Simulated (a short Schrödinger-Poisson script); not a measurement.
Structure: MOS inversion layer, Al2O3 on p-type Si(111), at 300 K.

```
layer  material  thickness (nm)  Na (cm⁻³)
-----  --------  --------------  ---------
1         Al2O3             1.1          -
2            Si            1300     1.1e17
```

The device is made up for the run: typed textbook-type constants, with dimensions and the other settings drawn at random. Al2O3: permittivity 9, conduction-band edge (eV) 2.7, gap (eV) 6.8, electron mass (mₑ) 0.3. Si: permittivity 11.7, conduction-band edge (eV) 0, gap (eV) 1.124, Nv at 300 K (cm⁻³) 3.1e19.

Channel valleys (confinement mass, in-plane density-of-states mass, number): Δ6 0.258, 0.358, 6. At the gate the conduction-band edge of layer 1 lies 3.25 eV − eVg above the Fermi level of the channel; the field vanishes at the back. Gaps are held at their typed values at every temperature. Mesh 0.03 nm at interfaces.

Solved with a short Schrödinger-Poisson script written for these runs: 1D Poisson equation in equilibrium, electrons quantum, Hartree (BenDaniel-Duke, 12 states a valley, the channel's in-plane mass for all, wave functions ending at the dielectric), parabolic valleys, classical holes, full ionisation, no traps, pinning or gate leakage.

Only gate voltages with over 1e8 electrons/cm² are shown.

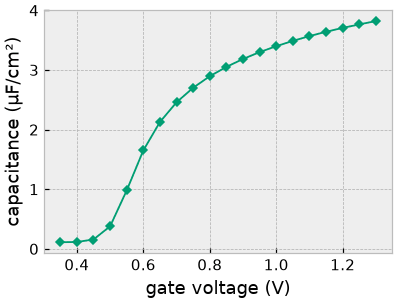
Figure: Quasi-static capacitance against gate voltage

```csv
Vg (V),electrons (cm⁻²),C (μF/cm²),Δ6 E0 (meV),Δ6 E1 (meV)
0.35,2.50e8,0.112,299.1,354.9
0.4,1.56e9,0.115,251.7,308.8
0.45,9.58e9,0.157,204.5,263.0
0.5,5.45e10,0.378,159.3,219.3
0.55,2.33e11,0.979,121.5,183.7
0.6,6.32e11,1.65,95.2,160.8
0.65,1.22e12,2.13,77.6,147.2
0.7,1.93e12,2.46,65.0,138.9
0.75,2.74e12,2.70,55.3,133.4
0.8,3.61e12,2.90,47.5,129.7
0.85,4.54e12,3.05,40.9,127.1
0.9,5.51e12,3.18,35.1,125.3
0.95,6.52e12,3.30,30.1,124.0
1,7.57e12,3.40,25.5,123.1
1.05,8.64e12,3.49,21.4,122.5
1.1,9.74e12,3.57,17.6,122.1
1.15,1.09e13,3.64,14.0,121.8
1.2,1.20e13,3.71,10.7,121.8
1.25,1.32e13,3.76,7.5,121.8
1.3,1.44e13,3.82,4.5,121.9
```

Subbands count from the Fermi level.
